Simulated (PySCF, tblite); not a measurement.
# C4H6ClNSi: geometry, infrared bands and NMR shifts

What infrared bands and NMR shifts should C4H6ClNSi (`N#CC/C=C\[SiH2]Cl`) show?

Programs: tblite 0.8.0 and PySCF 2.14.0, with density-fitted response routines of our own. Each step states its level of theory. These are calculated values for one molecule in the gas phase, unless marked as measured. Atoms are numbered from 0 throughout.

## (1) The starting structure

13 atoms, charge 0, multiplicity 1; geometry from: force field or distance geometry start.

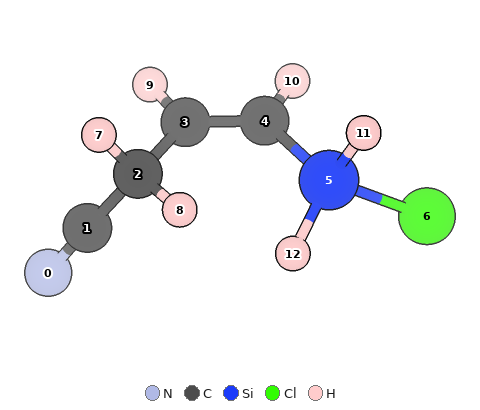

The starting geometry (nitrogen light blue, carbon dark grey, silicon blue, chlorine green, hydrogen pink), atoms numbered.

## (2) Geometry optimisation with GFN2-xTB

What the job is given:

```
{"job": {"kind": "relax", "xc": "GFN2-xTB", "basis": "xTB"}, "charge": 0, "multiplicity": 1}
N     -2.546900    -1.610600    -1.764500
C     -2.008900    -1.101000    -0.863200
C     -1.301100    -0.506100     0.287800
C     -0.750100     0.822700    -0.138600
C      0.539800     1.107000    -0.087500
Si     1.853600    -0.024500     0.455400
Cl     3.489600     0.317300    -0.851600
H     -2.018600    -0.359000     1.141300
H     -0.465000    -1.145900     0.548500
H     -1.494000     1.554800    -0.474000
H      0.821600     2.102800    -0.425200
H      2.344200     0.286500     1.808100
H      1.531200    -1.443500     0.345700
```

Started as:

```sh
$ OMP_NUM_THREADS=1 python probes_run.py task.json out
```

The driver reads the jobs from task.json and runs them one after another.

**Question.** This job is followed by: GFN2-xTB harmonic vibrations, gas phase; GIAO PBE0/pcSseg-1 NMR shielding, non-relativistic, gas phase. Predict these results of the whole session: strongest single infrared mode (GFN2-xTB); zero-point energy (GFN2-xTB); 13C shifts against TMS (PBE0/pcSseg-1); 1H shifts against TMS (PBE0/pcSseg-1, means over atoms taken as alike); 15N shifts against NH3 (PBE0/pcSseg-1); 29Si shifts against TMS (PBE0/pcSseg-1); 35Cl shifts against HCl (PBE0/pcSseg-1).

The runs gave:

| quantity | value |
| --- | --- |
| strongest single infrared mode (GFN2-xTB) | 714 cm⁻¹, 592 km/mol |
| zero-point energy (GFN2-xTB) | 53.7 kcal/mol |
| 13C shifts against TMS (PBE0/pcSseg-1) | 148.4, 139.2, 119.4, 23.8 ppm |
| 1H shifts against TMS (PBE0/pcSseg-1, means over atoms taken as alike) | 6.65, 6.12, 5.59, 2.84 ppm |
| 15N shifts against NH3 (PBE0/pcSseg-1) | 304.5 ppm |
| 29Si shifts against TMS (PBE0/pcSseg-1) | -29.0 ppm |
| 35Cl shifts against HCl (PBE0/pcSseg-1) | -77 ppm |

**Reading.** Over 79 steps the energy fell by 0.310 eV; of the close pairs, Si5–Cl6 changed most, 2.122 to 2.016 Å. No mode is imaginary among the 33: a minimum at this level. The strongest single mode, at 714 cm⁻¹, moves mainly H11 and H12. GFN2-xTB is a fitted tight-binding method: band positions and strengths are rough. Its intensities can rank the bands wrongly. At PBE0/pcSseg-1: The widest tensor belongs to N0: span 504 ppm, with a paramagnetic part of -376 ppm.
